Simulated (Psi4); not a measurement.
# doublet SiH2F: levels of theory compared

We compute a comparison of 3 runs (U-wB97M-V/cc-pVTZ, U-wB97X/cc-pVTZ, UCAM-B3LYP/cc-pVTZ) of doublet SiH2F. 

The calculation is run with Psi4 1.11.

1 further run of the same task is left out (set aside as unsound or not needed).

## Step 1: The system as given

SiH2F: 4 atoms, total charge 0, spin state doublet. SMILES of the parent species: `F[SiH2-]`. Geometry: relaxed at GFN2-xTB. That shape belongs to the parent species and isn't relaxed for this state.

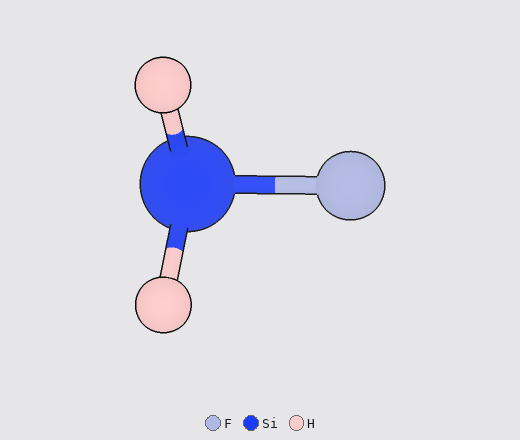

Viewed from a chosen angle; fluorine light blue, silicon blue, hydrogen pink.

## Step 2: A single-point energy at U-wB97M-V/cc-pVTZ (run 1)

File fh2si.xyz:

```xyz
4
FH2Si
F      1.224230     0.690850    -0.383870
Si    -0.114010    -0.391590    -0.440070
H     -1.185360     0.658330    -0.143280
H      0.075140    -0.957590     0.967210
```

File calc.py:

```python
import psi4

psi4.set_memory('1600 MB')
psi4.set_num_threads(1)
psi4.core.set_output_file('output.dat', False)

with open('fh2si.xyz') as f:
    atoms = ''.join(f.readlines()[2:])
mol = psi4.geometry('0 2\n' + atoms + 'symmetry c1\nno_reorient\nno_com')

options = {'basis': 'cc-pVTZ', 'reference': 'uks', 'puream': True, 'e_convergence': 1e-09, 'd_convergence': 1e-08, 'scf_type': 'pk', 'dft_radial_points': 99, 'dft_spherical_points': 590, 'maxiter': 200}
psi4.set_options(options)

E = psi4.energy("wb97m-v", molecule=mol)
print('E =', round(E, 9))
for k, v in sorted(psi4.core.scalar_variables().items()):
    print(f'{k:45s} {v:18.10f}')
```

Launch:

```bash
$ python calc.py
```

output.dat:

```text
[...]
  Running in c1 symmetry.
[...]
  Nuclear repulsion =   52.569450630248966
[...]
  Multiplicity = 2
[...]
  Nalpha       = 13
  Nbeta        = 12
[...]
    Number of basis functions: 92
[...]
   @UKS iter   1:  -390.45595356633817   -6.04770e-01   4.32894e-03 DIIS/ADIIS
[...]
   @UKS iter  12:  -390.51029065225168   -4.94538e-12   3.51340e-09 DIIS
[...]
   @S^2 Observed:                7.514166249E-01
[...]
    Orbital Energies [Eh]
    ---------------------
    Alpha Occupied:
       1A    -66.484287     2A    -24.871827     3A     -5.499848
       4A     -3.816957     5A     -3.814167     6A     -3.811250
       7A     -1.280163     8A     -0.663546     9A     -0.539217
      10A     -0.529367    11A     -0.514381    12A     -0.429571
      13A     -0.345916
    Alpha Virtual:
      14A      0.044603    15A      0.088176    16A      0.141591
      17A      0.242360    18A      0.256382    19A      0.272061
      20A      0.300296    21A      0.317091    22A      0.318123
      23A      0.343317    24A      0.345239    25A      0.451228
[...]
  @UKS Final Energy:  -390.51029065225168
   => Energetics <=
    Nuclear Repulsion Energy =             52.5694506302489657
    One-Electron Energy =                -646.3483974442081035
    Two-Electron Energy =                 227.2353690631387622
    DFT Exchange-Correlation Energy =     -24.0720058326347797
    Empirical Dispersion Energy =           0.0000000000000000
    VV10 Nonlocal Energy =                  0.1052929312034415
    Total Energy =                       -390.5102906522516832
[...]
 Multipole Moments:
 ------------------------------------------------------------------------------------
     Multipole            Electronic (a.u.)      Nuclear  (a.u.)        Total (a.u.)
 ------------------------------------------------------------------------------------
 L = 1.  Multiply by 2.5417464519 to convert [e a0] to [Debye]
 Dipole X            :        -16.2592842           15.7068555           -0.5524286
 Dipole Y            :         -1.4368417            0.8241663           -0.6126754
 Dipole Z            :         16.3503981          -16.6142453           -0.2638472
 Magnitude           :                                                    0.8661200
[...]
```

The script printed:

```text
E = -390.510290652
CURRENT ENERGY                                   -390.5102906523
CURRENT REFERENCE ENERGY                         -390.5102906523
DD SOLVATION ENERGY                                 0.0000000000
DFT FUNCTIONAL TOTAL ENERGY                      -390.5102906523
DFT TOTAL ENERGY                                 -390.5102906523
DFT VV10 ENERGY                                     0.1052929312
DFT XC ENERGY                                     -24.0720058326
GRID ELECTRONS ALPHA                               13.0000000016
GRID ELECTRONS BETA                                12.0000000135
GRID ELECTRONS TOTAL                               25.0000000151
NUCLEAR REPULSION ENERGY                           52.5694506302
ONE-ELECTRON ENERGY                              -646.3483974442
PCM POLARIZATION ENERGY                             0.0000000000
PE ENERGY                                           0.0000000000
SCF ITERATION ENERGY                             -390.5102906523
SCF ITERATIONS                                     12.0000000000
SCF TOTAL ENERGY                                 -390.5102906523
TWO-ELECTRON ENERGY                               227.2353690631
XC GRID RADIAL POINTS                              99.0000000000
XC GRID SPHERICAL POINTS                          590.0000000000
XC GRID TOTAL POINTS                           224725.0000000000
```

Run time: 89 s. Hardware: 1 thread of Intel Xeon Platinum 8259CL at 2.50GHz (Skylake/Cascade Lake), shared host; peak memory 1.1 GiB.

## Step 3: Energy and forces at U-wB97X/cc-pVTZ (run 2)

fh2si.xyz is that of step 2.

File job.py:

```python
import psi4

psi4.set_memory('1600 MB')
psi4.set_num_threads(1)
psi4.core.set_output_file('psi4.out', False)

with open('fh2si.xyz') as f:
    atoms = ''.join(f.readlines()[2:])
mol = psi4.geometry('0 2\n' + atoms + 'symmetry c1\nno_reorient\nno_com')

options = {'basis': 'cc-pVTZ', 'reference': 'uks', 'puream': True, 'e_convergence': 1e-09, 'd_convergence': 1e-08, 'scf_type': 'pk', 'dft_radial_points': 99, 'dft_spherical_points': 590, 'maxiter': 200}
psi4.set_options(options)

energy_value, wavefunction = psi4.gradient('wb97x', molecule=mol, return_wfn=True)
print('gradient / Eh bohr^-1')
print(energy_value.np.round(6))
print(f'energy = {wavefunction.energy():.10f} Eh')
```

Launch:

```bash
$ python job.py
```

psi4.out:

```text
[...]
  Running in c1 symmetry.
[...]
  Nuclear repulsion =   52.569450630248966
[...]
  Multiplicity = 2
[...]
  Nalpha       = 13
  Nbeta        = 12
[...]
    Number of basis functions: 92
[...]
   @UKS iter   1:  -390.47415526937317   -6.18198e-01   4.52017e-03 DIIS/ADIIS
[...]
   @UKS iter  12:  -390.53392951534147   -1.23919e-11   6.25426e-09 DIIS
[...]
   @S^2 Observed:                7.523446195E-01
[...]
    Orbital Energies [Eh]
    ---------------------
    Alpha Occupied:
       1A    -66.201532     2A    -24.709514     3A     -5.439175
       4A     -3.797158     5A     -3.796247     6A     -3.792780
       7A     -1.271374     8A     -0.672830     9A     -0.543812
      10A     -0.532197    11A     -0.518441    12A     -0.437612
      13A     -0.362031
    Alpha Virtual:
      14A      0.055438    15A      0.099240    16A      0.156705
      17A      0.252487    18A      0.272222    19A      0.296672
      20A      0.318259    21A      0.329642    22A      0.332200
      23A      0.368659    24A      0.374689    25A      0.477892
[...]
  @UKS Final Energy:  -390.53392951534147
   => Energetics <=
    Nuclear Repulsion Energy =             52.5694506302489657
    One-Electron Energy =                -646.4278158130333622
    Two-Electron Energy =                 227.1052774461755632
    DFT Exchange-Correlation Energy =     -23.7808417787326221
    Empirical Dispersion Energy =           0.0000000000000000
    VV10 Nonlocal Energy =                  0.0000000000000000
    Total Energy =                       -390.5339295153414128
[...]
 Multipole Moments:
 ------------------------------------------------------------------------------------
     Multipole            Electronic (a.u.)      Nuclear  (a.u.)        Total (a.u.)
 ------------------------------------------------------------------------------------
 L = 1.  Multiply by 2.5417464519 to convert [e a0] to [Debye]
 Dipole X            :        -16.2753525           15.7068555           -0.5684970
 Dipole Y            :         -1.4176051            0.8241663           -0.5934388
 Dipole Z            :         16.3965999          -16.6142453           -0.2176454
 Magnitude           :                                                    0.8501341
[...]
  -Total Gradient:
     Atom            X                  Y                   Z
    ------   -----------------  -----------------  -----------------
       1        0.028228659072     0.031174203599     0.013321129468
       2       -0.031612811664    -0.054647051122    -0.043381039476
       3        0.001547162504     0.011924482160     0.014963409120
       4        0.001852797101     0.011572263761     0.015110472171
[...]
```

On the terminal:

```text
gradient / Eh bohr^-1
[[ 0.028229  0.031174  0.013321]
 [-0.031613 -0.054647 -0.043381]
 [ 0.001547  0.011924  0.014963]
 [ 0.001853  0.011572  0.01511 ]]
energy = -390.5339295153 Eh
```

Wall time 44 s (1 thread of Intel Xeon Platinum 8259CL at 2.50GHz (Skylake/Cascade Lake), shared host); peak memory 1.1 GiB.

## Step 4: Energy and forces at UCAM-B3LYP/cc-pVTZ (run 3)

File fh2si.json:

```json
{
 "schema_name": "qcschema_input",
 "schema_version": 1,
 "molecule": {
  "schema_name": "qcschema_molecule",
  "schema_version": 2,
  "symbols": ["F", "Si", "H", "H"],
  "geometry": [2.31345941, 1.30551729, -0.72540917, -0.21544768, -0.73999785, -0.83161178, -2.24000576, 1.2440634, -0.27075996, 0.14199402, -1.80958284, 1.827762],
  "molecular_charge": 0,
  "molecular_multiplicity": 2,
  "fix_symmetry": "c1",
  "fix_com": true,
  "fix_orientation": true
 },
 "driver": "gradient",
 "model": {
  "method": "cam-b3lyp",
  "basis": "cc-pVTZ"
 },
 "keywords": {
  "reference": "uks",
  "puream": true,
  "e_convergence": 1e-09,
  "d_convergence": 1e-08,
  "scf_type": "pk",
  "dft_radial_points": 99,
  "dft_spherical_points": 590,
  "maxiter": 200,
  "scf_properties": ["WIBERG_LOWDIN_INDICES", "QUADRUPOLE", "LOWDIN_CHARGES"]
 }
}
```

Launch:

```bash
$ psi4 --qcschema fh2si.json -n 1 --memory 1600MB
```

stdout, cut to the lines that bear on the results:

```text
[...]
  Running in c1 symmetry.
[...]
  Nuclear repulsion =   52.569450698594501
[...]
  Multiplicity = 2
[...]
  Nalpha       = 13
  Nbeta        = 12
[...]
    Number of basis functions: 92
[...]
   @UKS iter   1:  -390.48678314347961   -5.46250e-01   4.71687e-03 DIIS/ADIIS
[...]
   @UKS iter  12:  -390.54846712592803   -5.00222e-12   4.37220e-09 DIIS
[...]
   @S^2 Observed:                7.527752133E-01
[...]
  @UKS Final Energy:  -390.54846712592803
   => Energetics <=
    Nuclear Repulsion Energy =             52.5694506985945011
    One-Electron Energy =                -646.4227741243655601
    Two-Electron Energy =                 227.4558867011598409
    DFT Exchange-Correlation Energy =     -24.1510304013168842
    Empirical Dispersion Energy =           0.0000000000000000
    VV10 Nonlocal Energy =                  0.0000000000000000
    Total Energy =                       -390.5484671259280276
[...]
 Multipole Moments:
 ------------------------------------------------------------------------------------
     Multipole            Electronic (a.u.)      Nuclear  (a.u.)        Total (a.u.)
 ------------------------------------------------------------------------------------
 L = 1.  Multiply by 2.5417464519 to convert [e a0] to [Debye]
 Dipole X            :        -16.2803960           15.7068554           -0.5735406
 Dipole Y            :         -1.4314336            0.8241663           -0.6072673
 Dipole Z            :         16.3821856          -16.6142454           -0.2320598
 Magnitude           :                                                    0.8669338
 L = 2.  Multiply by 1.3450342976 to convert [e a0^2] to [Debye ang]
 Quadrupole XX       :        -69.4859249           53.8564859          -15.6294390
 Quadrupole XY       :        -27.0352621           26.3707237           -0.6645384
[...]
  -Total Gradient:
     Atom            X                  Y                   Z
    ------   -----------------  -----------------  -----------------
       1        0.029886516965     0.032529791011     0.013411853868
       2       -0.032955705692    -0.056254821315    -0.044199138595
       3        0.001181217716     0.012291240078     0.015145012761
       4        0.001882531628     0.011430708804     0.015643991979
[...]
```

The result, in JSON:

```text
{
 "driver": "gradient",
 "model": {
  "method": "cam-b3lyp",
  "basis": "cc-pVTZ"
 },
 "success": true,
 "return_result": [0.02988651696496253, 0.03252979101097142, 0.01341185386836983, -0.032955705692159026, -0.056254821314556794, -0.04419913859473179, 0.0011812177158484483, 0.012291240077914573, 0.015145012761417033, 0.0018825316280991974, 0.011430708803530972, 0.01564399197854148],
 "properties": {
  "calcinfo_nbasis": 92,
  "calcinfo_nmo": 92,
  "calcinfo_nalpha": 13,
  "calcinfo_nbeta": 12,
  "calcinfo_natom": 4,
  "nuclear_repulsion_energy": 52.5694506985945,
  "return_energy": -390.548467125928,
  "return_gradient": [0.02988651696496253, 0.03252979101097142, 0.01341185386836983, -0.032955705692159026, -0.056254821314556794, -0.04419913859473179, 0.0011812177158484483, 0.012291240077914573, 0.015145012761417033, 0.0018825316280991974, 0.011430708803530972, 0.01564399197854148],
  "scf_one_electron_energy": -646.4227741243656,
  "scf_two_electron_energy": 227.45588670115984,
  "scf_xc_energy": -24.151030401316884,
  "scf_dipole_moment": [-0.5735405846888302, -0.6072673287672785, -0.2320597881558868],
  "scf_total_energy": -390.548467125928,
  "scf_total_gradient": [0.02988651696496253, 0.03252979101097142, 0.01341185386836983, -0.032955705692159026, -0.056254821314556794, -0.04419913859473179, 0.0011812177158484483, 0.012291240077914573, 0.015145012761417033, 0.0018825316280991974, 0.011430708803530972, 0.01564399197854148],
  "scf_iterations": 12
 }
}
```

Run time: 46 s. Hardware: 1 thread of Intel Xeon Platinum 8259CL at 2.50GHz (Skylake/Cascade Lake), shared host; peak memory 1.1 GiB.

## Step 5: Overview of the runs

```tsv
run	level	task	energy (Eh)	dipole moment (D)	HOMO energy (eV)	LUMO energy (eV)	wall time
1	U-wB97M-V/cc-pVTZ	energy	-390.510291	2.20	-9.41	-1.99	89 s
2	U-wB97X/cc-pVTZ	gradient	-390.533930	2.16	-9.85	-2.24	44 s
3	UCAM-B3LYP/cc-pVTZ	gradient	-390.548467	2.20	-8.88	-2.82	46 s
```

## Step 6: What came out

| quantity | value |
| --- | --- |
| run 3: total energy | -390.54847 Eh |
| run 3: dipole moment | 2.20 D |
| run 3: HOMO energy (highest over α and β) | -8.88 eV |
| run 3: LUMO energy (lowest over α and β) | -2.82 eV |
| run 3: ⟨S²⟩ | 0.753 |
| run 3: largest force on an atom | 4.050 eV/Å |

The dipole moment (its size) runs from 2.16 D (U-wB97X/cc-pVTZ) to 2.20 D (UCAM-B3LYP/cc-pVTZ). Totals of different functionals can't be ranked against each other. All runs together took 3 min, the longest 89 s.
